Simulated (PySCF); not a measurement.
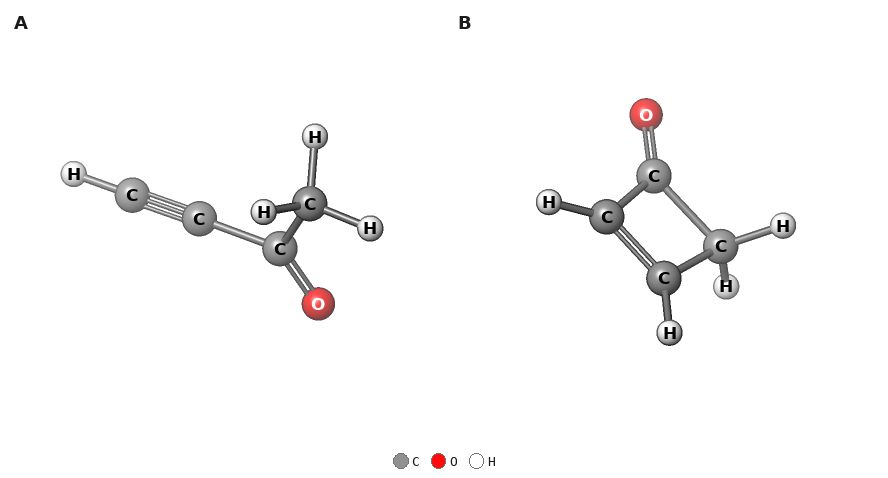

Atoms fade into the background with distance from the viewer. The computed structure is the end point of a GFN2-xTB optimisation. No frequency run is at hand to confirm it as a minimum.

How are A and B related: the same structure turned, mirror images, conformers, diastereomers or constitutional isomers?

Answer. They are constitutional isomers of C4H4O: A is C#CC(C)=O, B is O=C1C=CC1
